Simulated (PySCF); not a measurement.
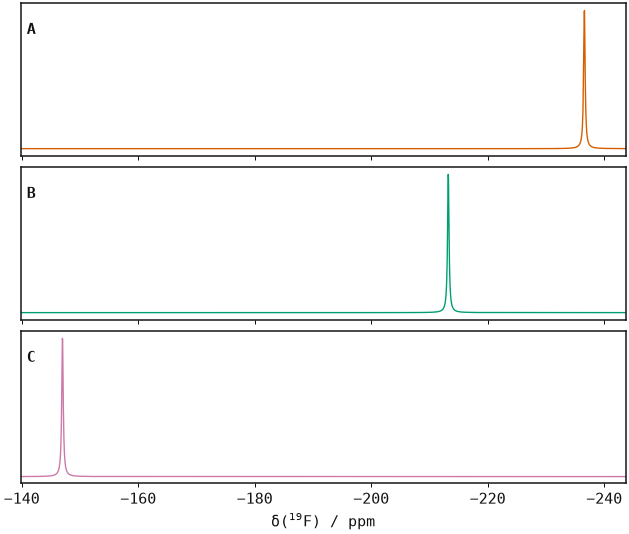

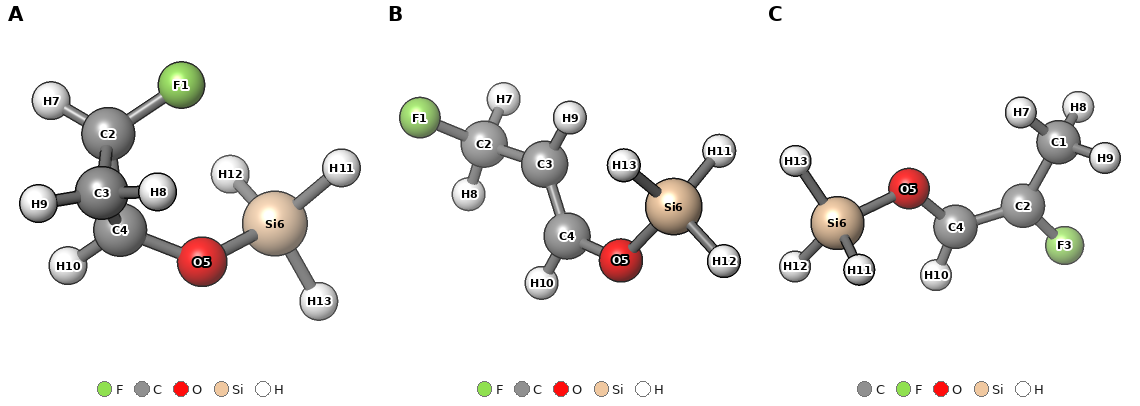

Related molecules: A is C₃H₇FOSi, SMILES F[C@@H]1C[C@@H]1O[SiH3]; B is C₃H₇FOSi, SMILES FC/C=C/O[SiH3]; C is C₃H₇FOSi, SMILES C/C(F)=C\O[SiH3]. GIAO ¹⁹F shifts against CFCl₃ (¹⁹F: this reference is a hard case for the method, so all values can be off together by tens of ppm, and differences between signals are safer), ωB97X-D/pcSseg-2, PySCF, at a PBE0-D3(BJ)/def2-SVP geometry (no frequency check); fully decoupled, line heights follow the number of nuclei within a panel, widths are arbitrary (no quadrupolar broadening); values of one conformer, averaged over nuclei that symmetry or rotation about single bonds exchange, these motions taken as fast; other conformers aren't averaged in.

How does the ¹⁹F shift respond?

From A (−236.6 ppm) to B (−213.2 ppm) the nucleus is deshielded by 23.4 ppm. From A (−236.6 ppm) to C (−147.0 ppm) the nucleus is deshielded by 89.6 ppm.
